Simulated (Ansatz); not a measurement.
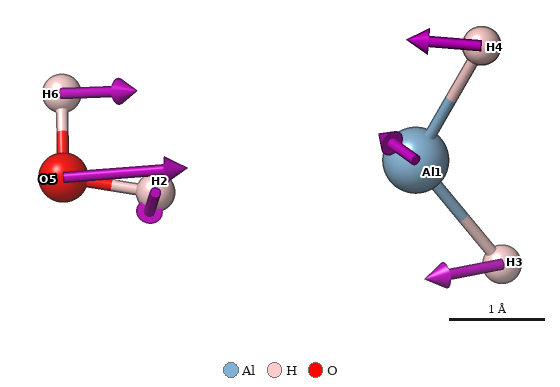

This is a relaxation of AlH4O (multiplicity 2). The starting structure is drawn; purple arrows show the displacements, at their true length. The two geometries are superimposed by the best rigid fit.

Style: ball-and-stick. Shown at a tilt.

The run prepares an end point of a later path (reaction) calculation, from a guessed geometry.

Theory: UKS r2SCAN/cc-pVDZ (Ansatz 0.2.0). Settings: collinear spin; force threshold 0.03 eV/Å; at most 50 steps.

Question: Which element moves most?

Answer: Oxygen: up to 1.33 Å, against 0.98 Å for hydrogen.

Question: What did the optimiser do to the structure, and how much energy did it gain?

Answer: The largest move after the best rigid fit is that of O5, 1.33 Å. By element the largest moves are O 1.33 Å, H 0.98 Å, Al 0.66 Å. Some distances before and after: Al1–O5 3.715 → 2.087 Å, H2–O5 0.988 → 0.972 Å, Al1–H3 1.605 → 1.612 Å, Al1–H4 1.606 → 1.613 Å. New bonds form, among them: Al1–O5 (3.72 → 2.09 Å). Bond angles that change, for instance: H2–O5–H6 101.7° → 105.4°. Over 20 accepted moves (24 points after the start) the energy falls by 0.961 eV. Largest force component: 0.64 eV/Å at the start, 0.014 eV/Å at the end. The line search rejected the trial steps at points 4, 6, 11, 22 of the run.

Limits of the set-up: the start holds two separate molecules, 2.8 Å apart at their closest, whose relative position is a soft coordinate and is computed without a dispersion correction.
